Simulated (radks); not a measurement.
## Atomic calculation, with input and output: Re

System: the neutral rhenium atom in the configuration [Xe] 4f14 5d5 6s2 (open shells shared over both j by 2j + 1). The speed of light is set to 1370.36 atomic units.
Method: Dirac Kohn-Sham, PBE, spin-unpolarised, spherical densities, point nucleus (the in-house radial solver radks).

## Input file
```
Z 75
configuration [Xe] 4f14 5d5 6s2
relativity Dirac
functional pbe,pbe
spin unpolarised
j_filling average
nucleus point
c 1370.35999
```

Energies in input and log are in hartree, lengths in bohr.

Hardware: 1 CPU thread, shared host.

## Output
```
1s1/2   1   2.0000       -2411.31273685
2s1/2   1   2.0000        -397.80185765
2p1/2   1   2.0000        -381.53829509
2p3/2   1   4.0000        -381.10524275
3s1/2   1   2.0000         -91.32310106
3p1/2   1   2.0000         -83.76198626
3p3/2   1   4.0000         -83.66927715
3d3/2   1   4.0000         -69.58536272
3d5/2   1   6.0000         -69.56080760
4s1/2   1   2.0000         -18.52380940
4p1/2   1   2.0000         -15.34353456
4p3/2   1   4.0000         -15.32233803
4d3/2   1   4.0000          -9.52234693
4d5/2   1   6.0000          -9.51751530
4f5/2   1   6.0000          -1.91016784
4f7/2   1   8.0000          -1.90917622
5s1/2   1   2.0000          -2.56538469
5p1/2   1   2.0000          -1.62750182
5p3/2   1   4.0000          -1.62435518
5d3/2   1   2.0000          -0.25110181
5d5/2   1   3.0000          -0.25075742
6s1/2   1   2.0000          -0.17964276
Etot -15796.027334507397
Ekin 15807.888297363104
Encl -37629.87805964747
Eh 6339.6203037770265
Exc -313.65787600005865
err 1.3001372263003556e-08
it 14
```

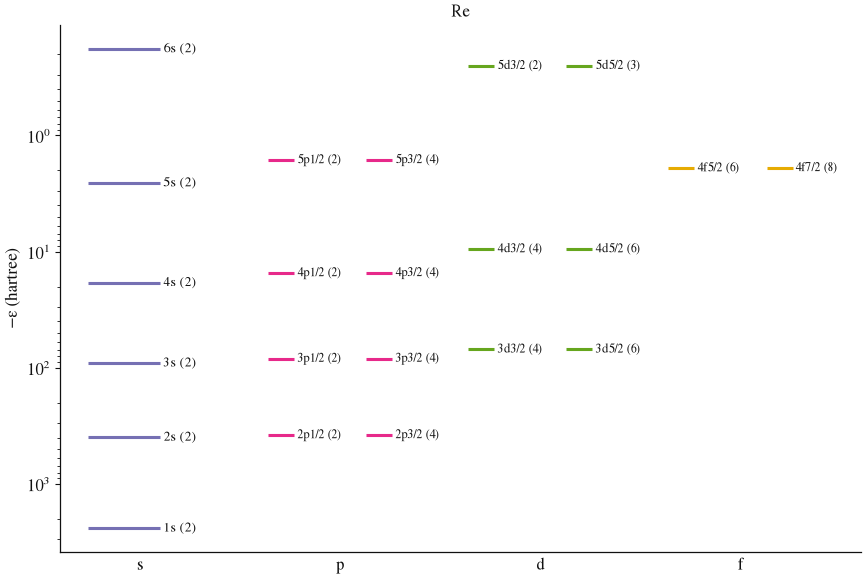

All occupied levels, on a logarithmic scale of binding energy, are drawn (occupations in brackets, the lower j at the left of each column). The highest occupied level is 6s at −0.180 hartree. The highest 7 occupied levels, from the top down, are 6s (−0.180 hartree), 5d5/2 (−0.251 hartree), 5d3/2 (−0.251 hartree), 5p3/2 (−1.62 hartree), 5p1/2 (−1.63 hartree), 4f7/2 (−1.91 hartree), 4f5/2 (−1.91 hartree). Spin-orbit splittings: 5d 0.000344 hartree, 5p 0.00315 hartree, 4f 0.000992 hartree, 4d 0.00483 hartree. The open 5d shell lies under a filled one.

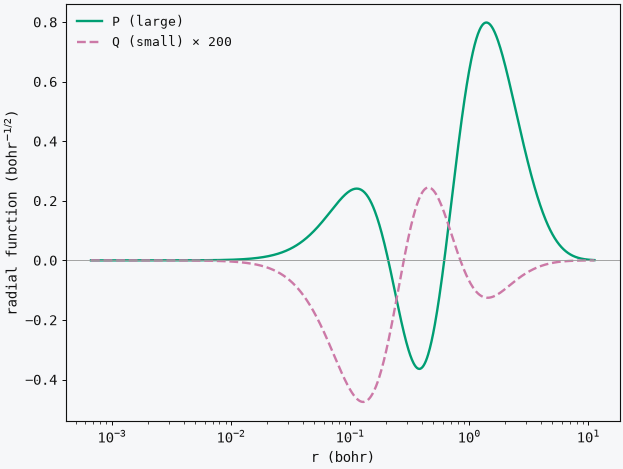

The large and small radial components of the 5d5/2 spinor. The spinor has κ = −3: the large component has l = 2 and 2 radial nodes (r = 0.210 and 0.618 bohr), the small one has l = 3. The small component carries 0.00015 % of the norm; ⟨r⟩ = 1.85 bohr and the eigenvalue is −6.82 eV.

## Summary

| quantity | value |
| --- | --- |
| outcome | converged |
| total energy | −15796.0273 hartree |
| kinetic energy | 15807.8883 hartree |
| electron–nucleus energy | −37629.8781 hartree |
| Hartree energy | 6339.6203 hartree |
| exchange–correlation energy | −313.657876 hartree |
| radius at density 0.001 e/bohr³ | 4.85 bohr |
| SCF iterations | 14 |

## Remarks

The speed of light is 10 times its true value, so the relativistic shifts and splittings are not those of the real element.
